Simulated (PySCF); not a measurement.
```xyz
13

Si   -2.4050    0.2631    0.4140
C    -1.2447   -1.0310   -0.4042
C     0.1225   -0.6052   -0.3360
C     1.2663   -0.2244   -0.2640
Si    2.9756    0.4131   -0.1241
Br    2.8289    2.3821    0.9336
H    -3.7656   -0.2651    0.2907
H    -2.0239    0.4053    1.8172
H    -2.2669    1.5272   -0.3051
H    -1.5213   -1.1731   -1.4514
H    -1.3447   -1.9961    0.0982
H     3.8104   -0.4164    0.7333
H     3.5640    0.7210   -1.4200
```

Geometry: GFN2-xTB.

Level of theory: B3LYP/def2-SVPD, SCF density, gas phase (PySCF).

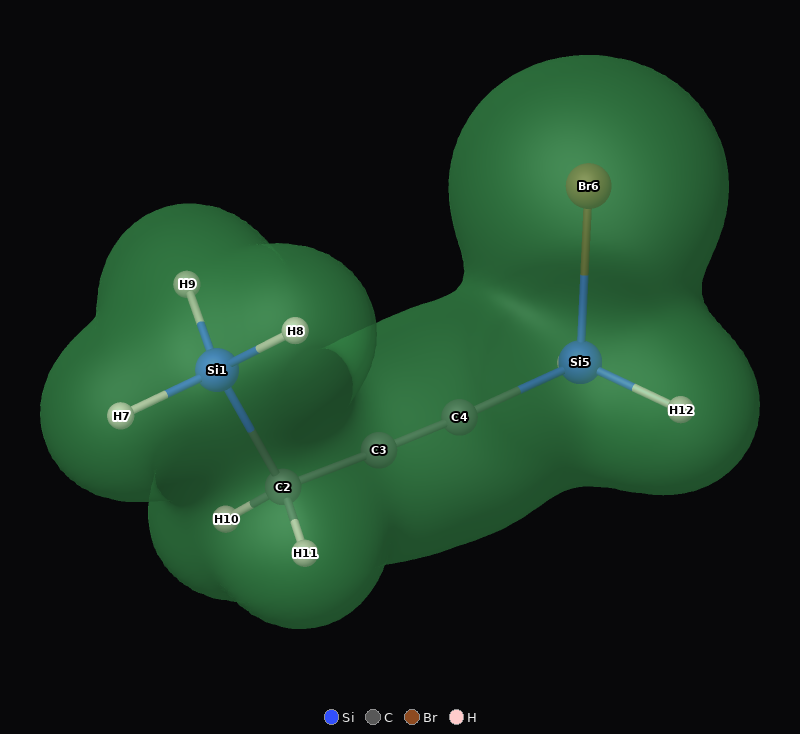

C$_{3}$H$_{7}$BrSi$_{2}$ (SMILES [SiH3]CC#C[SiH2]Br). Isosurface of the total electron density at 0.05 e/Å³ (green), seen at a tilt.

Q: What does this surface tell about the bonding?

A: At this value the surface is in one piece. It bridges the sampled C–C (1.21 Å), C–Si (1.83 Å), Si–Br (2.24 Å) and C–H (1.09 Å) contacts, where the density stays above the isovalue. On the grid the lowest density along these lines, outside the cores, is 2.7 e/Å³ (C–C, 1.21 Å), 0.81 e/Å³ (C–Si, 1.83 Å), 0.55 e/Å³ (Si–Br, 2.24 Å) and 1.8 e/Å³ (C–H, 1.09 Å).
